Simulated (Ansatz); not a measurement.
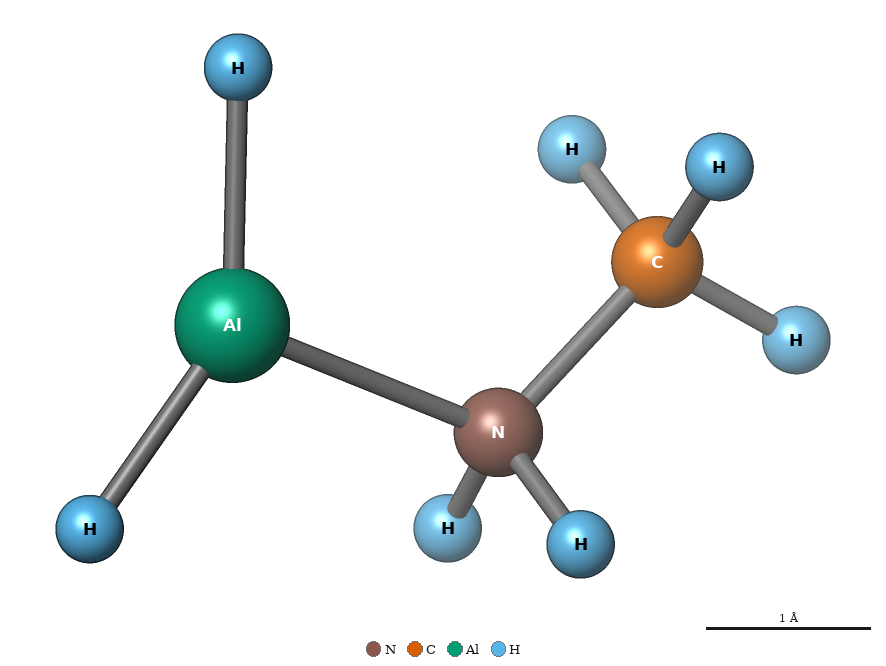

Atoms fade into the background with distance from the viewer. State: charge +1, singlet. The computed structure is the end point of a PBE-D4/def2-SVP optimisation. No frequency run is at hand to confirm it as a minimum. Masses are those of the most abundant isotopes; constants are for the rigid equilibrium geometry.

**Classify the rotor and give the rotational constants (MHz).**

An asymmetric top (Cs): A = 25600, B = 4675, C = 4144 MHz. Ray's parameter κ is −0.95, close to the prolate limit.
